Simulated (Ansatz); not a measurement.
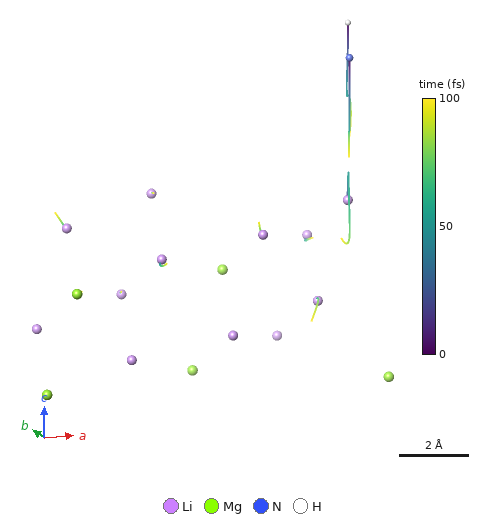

Molecular dynamics of NH on Li3Mg(110) (18 atoms in the cell), 100 fs long. Lines trace each atom's path, coloured by time; spheres stand at the starting positions. Fixed atoms have no trace. Seen slightly off an axis in the simulation cell, with the vacuum cut short.

The calculation used Ansatz, DFT PBE-D3(BJ), scalar-relativistic, plane waves, PAW. Set-up: plane-wave cutoff 420 eV; k-point mesh 2 × 3 × 1; Fermi-Dirac smearing 0.05 eV; low-accuracy preset; 6 atoms held fixed; constant energy (NVE); time step 0.5 fs; at the start 2 atoms move with typed velocities and the others are at rest.

**What do the traces tell about the motion?**

Root-mean-square distances from the starting positions over the second half, with the common drift of all atoms taken out: H 2.64 Å, N 2.42 Å, Li 0.43 Å, Mg 0.12 Å. The run lasts only 100 fs, too short to tell vibration from diffusion. The mean temperature in the second half is 1274 K (standard deviation 470 K). It is well above the start because potential energy is released as heat. The potential energy in the second half lies on average 65.4 meV per atom below the first frame. The atoms start at rest, so the thermostat has only the motion that the forces set off to work on.

Limits of the set-up: the k-point mesh is coarse for a cell with partly filled bands; the program's low-accuracy preset was used; the periodic images lie only 5.3 Å apart, so the values are limited by the cell's size.
